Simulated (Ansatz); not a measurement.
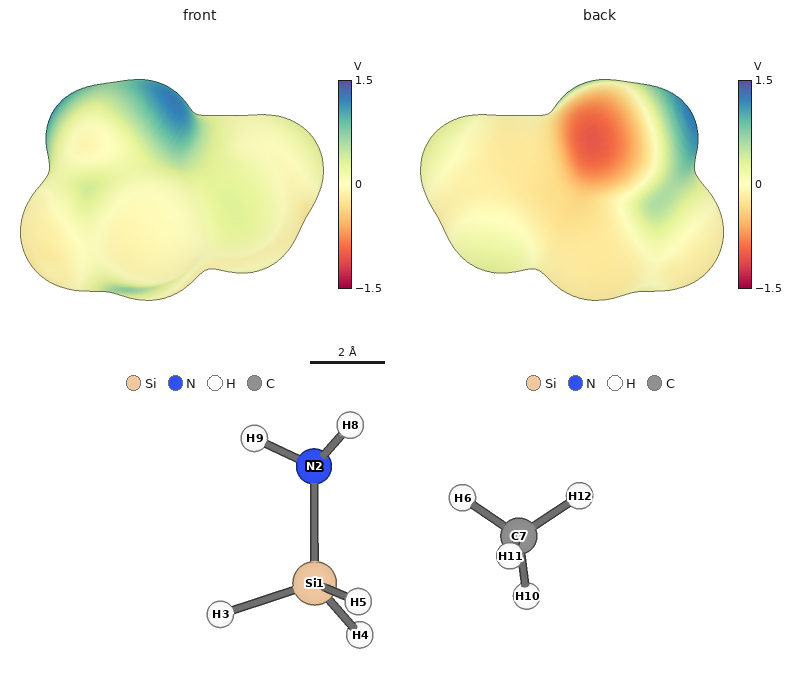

Figure. H$_{5}$NSi···CH$_{4}$. The molecular electrostatic potential painted on the density surface at 0.001 e/bohr³, seen from the front and from behind; the colour scale runs from red (negative) to blue (positive). The bare structure is drawn below in the same view.

Not at a stationary point (largest force 0.9 eV/Å).

These are results of RKS B3LYP/def2-SVPD in Ansatz, not measurements.

```xyz
12

Si   -1.2103    0.0839    0.7797
N     0.2885   -0.5584    1.5250
H    -2.2507    0.1771    1.8467
H    -1.0152    1.4526    0.2365
H    -1.6953   -0.8185   -0.2996
H     1.1665    0.2521   -0.4697
C     0.9664    0.3355   -1.5312
H     0.7577   -1.3405    1.0840
H     0.2861   -0.6787    2.5301
H     0.6019    1.3419   -1.7658
H     0.2137   -0.3970   -1.8400
H     1.8907    0.1500   -2.0955
```

Q: Describe the electrostatic potential map.

A: The most negative region (about −1.0 V, or −23 kcal/mol for a unit charge) lies over N2, the most positive (about +1.2 V, or +28 kcal/mol for a unit charge) over H8 and H9. N2 is the likeliest acceptor of a hydrogen bond.
